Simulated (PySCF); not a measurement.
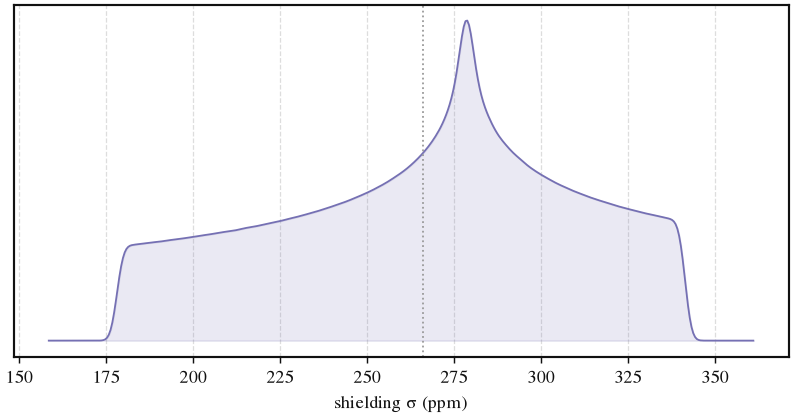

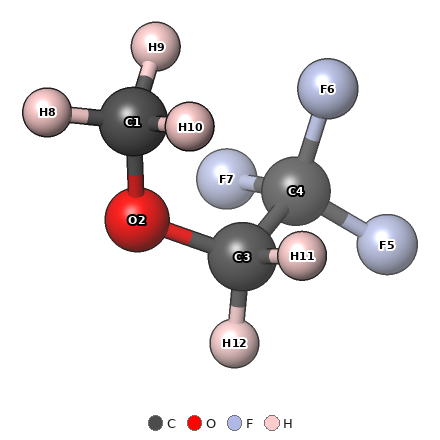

Static powder pattern (¹⁹F) from GIAO shielding tensors of C₃H₅F₃O (MeOCH2CF3), SMILES COCC(F)(F)F, PBE0/pcSseg-2, PySCF 2.14.0, at a PBE0-D3(BJ)/def2-SVP geometry (no frequency check); absolute shielding, one fixed geometry of the isolated molecule without any motion, no dipolar terms. The dotted line is the isotropic value; skew is 3(σiso − σ22)/span.

Q: The pattern belongs to F7. Give the principal values, span and skew.

A: F7: σ11, σ22, σ33 = 178, 279, 341 ppm, isotropic 266, span 163 ppm, skew −0.23.

Note: one conformer of a flexible molecule.
